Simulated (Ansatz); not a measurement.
**SiF+: geometry at several levels**

Aim: geometry at several levels, for SiF+, with the cost of each level. Charge +1.

Method: the levels named in each step, in Ansatz 0.2.0.

### Step 1. The structure to begin with

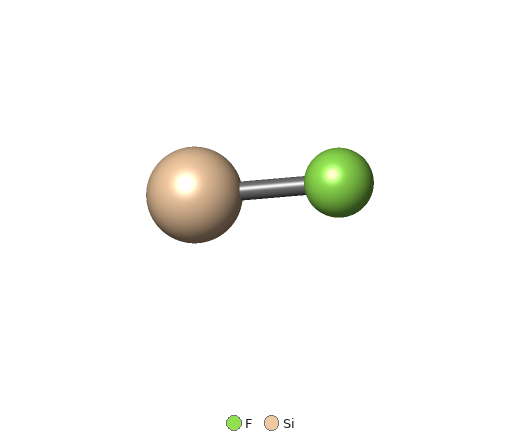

Start, viewed from a chosen angle; fluorine green, silicon light orange.

Coordinates:

```xyz
2

F     0.0000    0.0000    0.0000
Si    0.0000    0.0000    1.5466
```

### Step 2. A rough first relaxation, PBE-D4/def2-SVP

This run stands in another session on the same molecule. It ended at:

```xyz
2

F     0.0000    0.0000   -0.0202
Si    0.0000    0.0000    1.5668
```

### Step 3. Relaxation, PBE0-D4/def2-TZVPP

This run stands in another session on the same molecule. It ended at:

```xyz
2

F     0.0000    0.0000    0.0052
Si    0.0000    0.0000    1.5415
```

### Step 4. Relaxation, CCSD(T)/cc-pV(T+d)Z

File input.yaml:

```yaml
crystal:
  periodic: [false, false, false]
  atoms:
    - { symbol: F, position_ang: [0.0, 0.0, 0.00515079] }
    - { symbol: Si, position_ang: [0.0, 0.0, 1.54148921] }
total_charge: 1
basis:
  gaussian: { orbitals: "cc-pV(T+d)Z.json" }
correlation:
  method: ccsd_t
relax:
  f_tol: 0.002
  max_steps: 40
```

Launch:

```bash
$ ansatz run input.yaml --threads 2 --pin off --max-ram 5120MiB --backend cpu --events-out ev --progress --plain --runs-dir out
```

The program printed, shortened:

```text
Warning: RAYON_NUM_THREADS=2 ignored (pool sized by the plan → 2); use --threads N
[...]
Functional definition: HF
[...]
500 factors; integrals over basis functions are off by at most 4.0e-4 eV
[...]
mean field -10562.39189700 eV, -388.1607427683 hartree, gradient 1.4e-6 eV, S^2 0.000000; 0 other end points of the search recorded, 0 dependent functions left out
6 core orbitals not correlated: weight in the atoms' cores, before any rotation towards them, 1.000 or more for the frozen orbitals, at most 0.000 for the correlated occupied ones
reference -10562.39189700 eV, -388.1607427683 hartree; 5, 5 occupied and 58, 58 virtual orbitals, 500 factors
second order -8.74453976 eV of doubles, -0.00000000 eV of singles
cycle   1  -8.67891198 eV  change    6.6e-2 eV  update   8.6e-2
[...]
perturbative correction -0.29183052 eV, -0.0107245738 hartree
[...]
relax step   1: F+E_penalty+E_count = -10571.69554849 eV  Δ(F+E_penalty+E_count) = +0.000e0 eV  max|allowed force component| = 1.882e-2 eV/Å  Δτ_max = 0.0000 Å  (46 SCF iters, accepted)
[...]
relax step   2: F+E_penalty+E_count = -10571.69555126 eV  Δ(F+E_penalty+E_count) = -2.769e-6 eV  max|allowed force component| = 1.075e-2 eV/Å  Δτ_max = 0.0001 Å  (22 SCF iters, accepted)
[...]
relax step   3: F+E_penalty+E_count = -10571.69555258 eV  Δ(F+E_penalty+E_count) = -1.322e-6 eV  max|allowed force component| = 9.486e-6 eV/Å  Δτ_max = 0.0001 Å  (22 SCF iters, accepted)
500 factors; integrals over basis functions are off by at most 4.0e-4 eV
mean field -10562.39140149 eV, -388.1607245585 hartree, gradient 4.7e-6 eV, S^2 0.000000; 1 other end points of the search recorded, 0 dependent functions left out
6 core orbitals not correlated: weight in the atoms' cores, before any rotation towards them, 1.000 or more for the frozen orbitals, at most 0.000 for the correlated occupied ones
reference -10562.39140149 eV, -388.1607245585 hartree; 5, 5 occupied and 58, 58 virtual orbitals, 500 factors
second order -8.74508382 eV of doubles, -0.00000000 eV of singles
[...]
cycle  10  -9.01221944 eV  change    5.8e-7 eV  update   3.7e-6
perturbative correction -0.29193165 eV, -0.0107282904 hartree
[...]
Total energy: -10571.69555258 eV, -388.5026458049 hartree
Atom 0 at    -0.000000     0.000000     0.004942 Å, force    -0.000000    -0.000000    -0.000010 eV/Å
Atom 1 at     0.000000    -0.000000     1.541698 Å, force     0.000000     0.000000     0.000010 eV/Å
Dipole moment:    -0.000000     0.000000     0.694461 e Å
```

Run time: 12 s. Hardware: 2 threads of Arm Neoverse N1, shared host; peak memory 0.21 GiB.

Relaxation path:

| step | energy from step 1 (eV) | largest force component (eV/Å) |
| --- | --- | --- |
| 1 | 0.0000 | 0.0188 |
| 2 | 0.0000 | 0.0108 |
| 3 | 0.0000 | 0.0000 |

Step 1 is the start.

Before: Bond lengths: F1–Si2 1.536 Å.

After: Bond lengths: F1–Si2 1.537 Å.

### Step 5. Relaxation, CCSD(T)/cc-pwCVTZ, all electrons

File input.yaml:

```yaml
crystal:
  periodic: [false, false, false]
  atoms:
    - { symbol: F, position_ang: [0.0, 0.0, 0.00494188] }
    - { symbol: Si, position_ang: [0.0, 0.0, 1.54169812] }
total_charge: 1
basis:
  gaussian: { orbitals: cc-pwCVTZ.json }
correlation:
  method: ccsd_t
  frozen_orbitals: { F: 0, Si: 0 }
relax:
  f_tol: 0.002
  max_steps: 40
```

Launch:

```bash
$ ansatz run input.yaml --threads 2 --pin off --max-ram 5120MiB --backend cpu --events-out ev --progress --plain --runs-dir out
```

The program printed, shortened:

```text
Warning: RAYON_NUM_THREADS=2 ignored (pool sized by the plan → 2); use --threads N
[...]
[... 1 set-up line as earlier in the session ...]
[...]
655 factors; integrals over basis functions are off by at most 3.5e-4 eV
[...]
mean field -10562.43946501 eV, -388.1624908606 hartree, gradient 2.6e-6 eV, S^2 0.000000; 0 other end points of the search recorded, 0 dependent functions left out
reference -10562.43946501 eV, -388.1624908606 hartree; 11, 11 occupied and 91, 91 virtual orbitals, 655 factors
second order -18.17780783 eV of doubles, -0.00000000 eV of singles
cycle   1  -18.08496430 eV  change    9.3e-2 eV  update   8.5e-2
[...]
perturbative correction -0.39937901 eV, -0.0146769078 hartree
[...]
relax step   1: F+E_penalty+E_count = -10581.27631567 eV  Δ(F+E_penalty+E_count) = +0.000e0 eV  max|allowed force component| = 3.711e-1 eV/Å  Δτ_max = 0.0000 Å  (49 SCF iters, accepted)
[...]
relax step   5: F+E_penalty+E_count = -10581.27786196 eV  Δ(F+E_penalty+E_count) = -1.041e-6 eV  max|allowed force component| = 2.408e-4 eV/Å  Δτ_max = 0.0000 Å  (23 SCF iters, accepted)
655 factors; integrals over basis functions are off by at most 3.5e-4 eV
[...]
mean field -10562.44933270 eV, -388.1628534916 hartree, gradient 2.0e-6 eV, S^2 0.000000; 1 other end points of the search recorded, 0 dependent functions left out
reference -10562.44933270 eV, -388.1628534916 hartree; 11, 11 occupied and 91, 91 virtual orbitals, 655 factors
second order -18.16861059 eV of doubles, -0.00000000 eV of singles
[...]
cycle  10  -18.43119873 eV  change   -2.9e-6 eV  update   2.8e-6
perturbative correction -0.39733054 eV, -0.0146016279 hartree
[...]
Total energy: -10581.27786197 eV, -388.8547891797 hartree
Atom 0 at    -0.000000     0.000000     0.009077 Å, force     0.000000    -0.000000    -0.000241 eV/Å
Atom 1 at     0.000000    -0.000000     1.537563 Å, force    -0.000000     0.000000     0.000241 eV/Å
Dipole moment:     0.000000    -0.000000     0.692965 e Å
```

Wall time 5.2 min (2 threads of Arm Neoverse N1, shared host); peak memory 0.63 GiB.

Step by step:

| step | E - E(step 1) (eV) | largest force component (eV/Å) |
| --- | --- | --- |
| 1 | 0.0000 | 0.3711 |
| 2 | -0.0010 | 0.2146 |
| 3 | -0.0015 | 0.0041 |
| 4 | -0.0015 | 0.0036 |
| 5 | -0.0015 | 0.0002 |

Step 1 is the start. Step 4 was tried and not accepted.

Before: Bond lengths: F1–Si2 1.537 Å.

After: Bond lengths: F1–Si2 1.528 Å.

### Step 6. The levels compared

```tsv
level	F1–Si2 (Å)	rotational constants (MHz)	CPU time
PBE0-D4/def2-TZVPP	1.5363	18923	8.3 s
CCSD(T)/cc-pV(T+d)Z	1.5368	18913	22 s
CCSD(T)/cc-pwCVTZ, all electrons	1.5285	19118	10 min
```

Constants are for the commonest isotopes at the equilibrium geometry; times are CPU times of the relaxations.

### Step 7. Summary of results

```
                                  quantity    value
F1–Si2 at CCSD(T)/cc-pwCVTZ, all electrons  1.528 Å
```

The F–Si distance spreads over 0.008 Å, from CCSD(T)/cc-pwCVTZ, all electrons (shortest) to CCSD(T)/cc-pV(T+d)Z.
